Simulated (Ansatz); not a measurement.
The figure comes from a scan of CsSnI₃ (cubic perovskite): one Cs atom of a 5-atom cell moves by s along Cartesian x, with its periodic images. These are r2SCAN (plane waves to 500 eV, PAW, scalar-relativistic; Ansatz, a program for electronic structure) values and carry that method's errors. k mesh 5×5×5 (Γ-centred), Fermi-Dirac smearing 0.05 eV. Energies are smeared free energies. On this mesh the relaxed cell isn't quite at rest: it carries a pressure of -0.1 GPa (compression positive) at the zero of the scan. CsSnI3 was relaxed with its symmetry unable to fall. Spin-orbit coupling is left out, though I is heavy. This is a high-temperature form of CsSnI3. The zero of ΔE is the undisplaced structure.

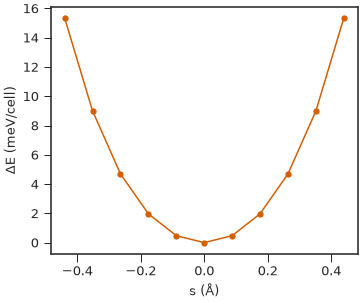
Figure. ΔE (meV/cell) against s (Å); markers are the computed points, lines only join them.

Question: Turn the plot into a table (rounded to what can be read).

Answer: To the nearest 0.2:

```
s (Å)   ΔE (meV/cell)
------  -------------
-0.440           15.4
-0.352            9.0
-0.264            4.6
-0.176            2.0
-0.088            0.4
0.000             0.0
0.088             0.4
0.176             2.0
0.264             4.6
0.352             9.0
0.440            15.4
```

(For displaced atoms, the force is minus the slope of the energy, and its curvature is a force constant, which sets phonon frequencies.)
